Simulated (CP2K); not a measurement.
**CH3BFNO (SMILES NC1(F)BO1): revPBE-D3(BJ)/TZV2P-MOLOPT-PBE-GTH (core potential)**

Aim: the energy change on altering one bond length of CH3BFNO at revPBE-D3(BJ)/TZV2P-MOLOPT-PBE-GTH (core potential), from 2 runs. 

Program for the calculation: CP2K 2026.2.

## 1. The system as given

CH3BFNO has 8 atoms, charge 0, and is taken as a singlet. As SMILES, `NC1(F)BO1`. The shape is that of a PBE0-D4/def2-TZVP optimisation. This is one conformer, not always the lowest.

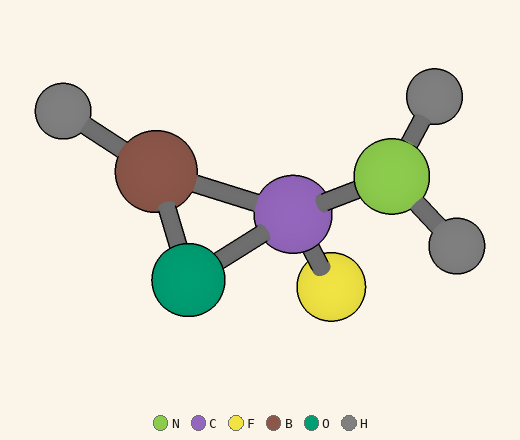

The structure, seen from a chosen angle (nitrogen green, carbon purple, fluorine yellow, boron brown, oxygen teal, hydrogen grey).

## 2. The energy at revPBE-D3(BJ)/TZV2P-MOLOPT-PBE-GTH (core potential)

The input, run.inp:

```
&GLOBAL
 PROJECT_NAME run
 RUN_TYPE ENERGY
 PRINT_LEVEL MEDIUM
&END GLOBAL

&FORCE_EVAL
 METHOD QUICKSTEP
 &DFT
  BASIS_SET_FILE_NAME BASIS_MOLOPT_UZH
  POTENTIAL_FILE_NAME POTENTIAL_UZH
  &QS
   METHOD GPW
   EPS_DEFAULT 1.0E-10
  &END QS
  &MGRID
   CUTOFF 400
   REL_CUTOFF 50
   NGRIDS 4
  &END MGRID
  &POISSON
   PERIODIC NONE
   POISSON_SOLVER MULTIPOLE
  &END POISSON
  &SCF
   SCF_GUESS ATOMIC
   EPS_SCF 1.0E-06
   MAX_SCF 50
   &OT
    MINIMIZER DIIS
    PRECONDITIONER FULL_SINGLE_INVERSE
   &END OT
   &OUTER_SCF
    EPS_SCF 1.0E-06
    MAX_SCF 10
   &END OUTER_SCF
  &END SCF
  &XC
   &XC_FUNCTIONAL
    &PBE
     PARAMETRIZATION REVPBE
    &END PBE
   &END XC_FUNCTIONAL
   &VDW_POTENTIAL
    POTENTIAL_TYPE PAIR_POTENTIAL
    &PAIR_POTENTIAL
     TYPE DFTD3(BJ)
     PARAMETER_FILE_NAME dftd3.dat
     REFERENCE_FUNCTIONAL revPBE
     R_CUTOFF 15
    &END PAIR_POTENTIAL
   &END VDW_POTENTIAL
  &END XC
  &PRINT
   &MOMENTS
    PERIODIC F
    REFERENCE COM
    MAX_MOMENT 1
   &END MOMENTS
   &MO_CUBES
    NLUMO 5
    NHOMO -1
    WRITE_CUBE F
   &END MO_CUBES
   &HIRSHFELD OFF
   &END HIRSHFELD
  &END PRINT
 &END DFT
 &SUBSYS
  &CELL
   ABC 9.8 11.3 9.7
   PERIODIC NONE
  &END CELL
  &COORD
   UNIT bohr
   N     -0.8144720     2.1701615     0.3488434
   C      0.1022342    -0.1156512    -0.5472647
   F      0.2307356    -0.2507667    -3.1337328
   B      0.6379715    -2.4702500     0.9733979
   O      2.5452721    -0.8938405     0.4824471
   H     -2.7202608     2.2111685     0.3994881
   H     -0.1422964     3.6690922    -0.6353259
   H      0.3348595    -4.4278173     2.0067002
  &END COORD
  &TOPOLOGY
   &CENTER_COORDINATES
   &END CENTER_COORDINATES
  &END TOPOLOGY
  &KIND N
   BASIS_SET TZV2P-MOLOPT-PBE-GTH-q5
   POTENTIAL GTH-PBE-q5
  &END KIND
  &KIND C
   BASIS_SET TZV2P-MOLOPT-PBE-GTH-q4
   POTENTIAL GTH-PBE-q4
  &END KIND
  &KIND F
   BASIS_SET TZV2P-MOLOPT-PBE-GTH-q7
   POTENTIAL GTH-PBE-q7
  &END KIND
  &KIND B
   BASIS_SET TZV2P-MOLOPT-PBE-GTH-q3
   POTENTIAL GTH-PBE-q3
  &END KIND
  &KIND O
   BASIS_SET TZV2P-MOLOPT-PBE-GTH-q6
   POTENTIAL GTH-PBE-q6
  &END KIND
  &KIND H
   BASIS_SET TZV2P-MOLOPT-PBE-GTH-q1
   POTENTIAL GTH-PBE-q1
  &END KIND
 &END SUBSYS
&END FORCE_EVAL
```

Started as:

```console
$ OMP_NUM_THREADS=1 cp2k.psmp run.inp > run.out
```

Log:

```text
CP2K| version string:                                       CP2K version 2026.2
[...]
 GLOBAL| Method name                                                        CP2K
[...]
 GLOBAL| Run type                                                         ENERGY
[...]
 DFT| Spin restricted Kohn-Sham (RKS) calculation                            RKS
 DFT| Multiplicity                                                             1
[...]
 DFT| Charge                                                                   0
[...]
 FUNCTIONAL| PBE:
[...]
 QS| Method:                                                                 GPW
[...]
 QS| Density cutoff [a.u.]:                                                200.0
[...]
 QS| Relative density cutoff [a.u.]:                                        25.0
[...]
                             - Atoms:                                          8
[...]
                             - Spherical basis functions:                    187
[...]
 Number of electrons:                                                         28
[...]
     1 OT DIIS     0.80E-01    1.2     0.09158526       -57.6064146737 -5.76E+01
[...]
    43 OT DIIS     0.80E-01    1.3     0.00000087       -60.5680851432 -4.07E-10
  *** SCF run converged in    43 steps ***
[...]
  Overlap energy of the core charge distribution:               0.00000423431966
  Self energy of the core charge distribution:               -154.34748694584243
  Core Hamiltonian energy:                                     45.19590528030250
  Hartree energy:                                              63.28149588551915
  Exchange-correlation energy:                                -14.68645133081580
  Dispersion energy:                                           -0.01155226668995
  Total energy:                                               -60.56808514320686
[...]
                     Mulliken Population Analysis
 #  Atom  Element  Kind  Atomic population                           Net charge
       1     N        1          5.118370                             -0.118370
       2     C        2          3.370127                              0.629873
       3     F        3          7.311766                             -0.311766
       4     B        4          2.693800                              0.306200
       5     O        5          6.451348                             -0.451348
       6     H        6          1.016487                             -0.016487
       7     H        6          1.039714                             -0.039714
       8     H        6          0.998388                              0.001612
 # Total charge                             28.000000                 -0.000000
[...]
  Dipole moment [Debye]
    X= -0.1727491E+01 Y=  0.4557035E+00 Z=  0.5618726E+00  Total=      1.8728564
[...]
 HOMO - LUMO gap [eV] :    4.905992
 ENERGY| Total FORCE_EVAL ( QS ) energy [hartree]            -60.568085143206858
[...]
```

It took 60 s on 1 thread of Arm Neoverse V1, shared host; peak memory 0.81 GiB.

## 3. The distorted shape, same level

The input, mol.inp:

```
&global
   project_name mol
   run_type ENERGY
   print_level MEDIUM
&end global

&force_eval
   method Quickstep
   &dft
      basis_set_file_name BASIS_MOLOPT_UZH
      potential_file_name POTENTIAL_UZH
      &qs
         method GPW
         eps_default 1.0E-10
      &end qs
      &mgrid
         cutoff 400
         rel_cutoff 50
         ngrids 4
      &end mgrid
      &poisson
         periodic NONE
         poisson_solver MULTIPOLE
      &end poisson
      &scf
         scf_guess ATOMIC
         eps_scf 1.0E-06
         max_scf 30
         &ot
            minimizer DIIS
            preconditioner FULL_ALL
         &end ot
         &outer_scf
            eps_scf 1.0E-06
            max_scf 5
         &end outer_scf
      &end scf
      &xc
         &xc_functional
            &pbe
               parametrization REVPBE
            &end pbe
         &end xc_functional
         &vdw_potential
            potential_type PAIR_POTENTIAL
            &pair_potential
               type DFTD3(BJ)
               parameter_file_name dftd3.dat
               reference_functional revPBE
               r_cutoff 15
            &end pair_potential
         &end vdw_potential
      &end xc
      &print
         &moments
            periodic F
            reference COM
            max_moment 1
         &end moments
         &mo_cubes
            nlumo 5
            nhomo -1
            write_cube F
         &end mo_cubes
         &hirshfeld OFF
         &end hirshfeld
      &end print
   &end dft
   &subsys
      &cell
         abc 9.9 11.5 9.7
         periodic NONE
      &end cell
      &coord
         N      4.528911     7.189886     5.403942
         C      5.086789     5.798814     4.858600
         F      5.154789     5.727314     3.489900
         B      5.370289     4.552814     5.663300
         O      6.379589     5.387014     5.403500
         H      3.520411     7.211586     5.430742
         H      4.884611     7.983086     4.883142
         H      5.209889     3.516914     6.210100
      &end coord
      &kind N
         basis_set TZV2P-MOLOPT-PBE-GTH-q5
         potential GTH-PBE-q5
      &end kind
      &kind C
         basis_set TZV2P-MOLOPT-PBE-GTH-q4
         potential GTH-PBE-q4
      &end kind
      &kind F
         basis_set TZV2P-MOLOPT-PBE-GTH-q7
         potential GTH-PBE-q7
      &end kind
      &kind B
         basis_set TZV2P-MOLOPT-PBE-GTH-q3
         potential GTH-PBE-q3
      &end kind
      &kind O
         basis_set TZV2P-MOLOPT-PBE-GTH-q6
         potential GTH-PBE-q6
      &end kind
      &kind H
         basis_set TZV2P-MOLOPT-PBE-GTH-q1
         potential GTH-PBE-q1
      &end kind
   &end subsys
&end force_eval
```

Started as:

```console
$ OMP_NUM_THREADS=1 cp2k.psmp -i mol.inp -o mol.out
```

Log, shortened:

```text
CP2K| version string:                                       CP2K version 2026.2
[...]
 GLOBAL| Method name                                                        CP2K
[...]
 GLOBAL| Run type                                                         ENERGY
[...]
 DFT| Spin restricted Kohn-Sham (RKS) calculation                            RKS
 DFT| Multiplicity                                                             1
[...]
 DFT| Charge                                                                   0
[...]
 FUNCTIONAL| PBE:
[...]
 QS| Method:                                                                 GPW
[...]
 QS| Density cutoff [a.u.]:                                                200.0
[...]
 QS| Relative density cutoff [a.u.]:                                        25.0
[...]
                             - Atoms:                                          8
[...]
                             - Spherical basis functions:                    187
[...]
 Number of electrons:                                                         28
[...]
     1 OT DIIS     0.15E+00    1.3     0.11920456       -57.6030546704 -5.76E+01
[...]
     4 OT DIIS     0.15E+00    1.4     0.00000097       -60.5514659214 -5.57E-09
  *** SCF run converged in     4 steps ***
[...]
  Overlap energy of the core charge distribution:               0.00000421155906
  Self energy of the core charge distribution:               -154.34748694584243
  Core Hamiltonian energy:                                     44.85588331546334
  Hartree energy:                                              63.54340551641181
  Exchange-correlation energy:                                -14.59216940850911
  Dispersion energy:                                           -0.01110261045984
  Total energy:                                               -60.55146592137717
[...]
                     Mulliken Population Analysis
 #  Atom  Element  Kind  Atomic population                           Net charge
       1     N        1          5.152366                             -0.152366
       2     C        2          3.417370                              0.582630
       3     F        3          7.291406                             -0.291406
[...]
  Dipole moment [Debye]
    X= -0.1458751E+01 Y=  0.2074797E-01 Z=  0.4024346E+00  Total=      1.5133862
[...]
 HOMO - LUMO gap [eV] :    4.435400
 ENERGY| Total FORCE_EVAL ( QS ) energy [hartree]            -60.551465921377172
[...]
```

Wall time 51 s (1 thread of Arm Neoverse V1, shared host); peak memory 0.86 GiB.

## 4. Summary of results

Level: revPBE-D3(BJ)/TZV2P-MOLOPT-PBE-GTH (core potential).

```
                                                         quantity          value
                                        first shape: total energy   -60.56809 Eh
                                       first shape: dipole moment         1.87 D
                                         first shape: HOMO energy       -6.58 eV
                                         first shape: LUMO energy       -1.67 eV
                                       first shape: HOMO–LUMO gap        4.91 eV
                                   first shape: dispersion energy  -30.33 kJ/mol
                                    distorted shape: total energy   -60.55147 Eh
                                   distorted shape: dipole moment         1.51 D
                                     distorted shape: HOMO energy       -6.29 eV
                                     distorted shape: LUMO energy       -1.85 eV
                                   distorted shape: HOMO–LUMO gap        4.44 eV
                               distorted shape: dispersion energy  -29.15 kJ/mol
energy change with the N1–C2 bond stretched from 1.387 to 1.595 Å       0.452 eV
```

What this shows: With the N1–C2 bond stretched from 1.387 to 1.595 Å the energy rises by 0.45 eV (10.4 kcal/mol). The first shape isn't relaxed at this level, so the change isn't measured from a minimum.
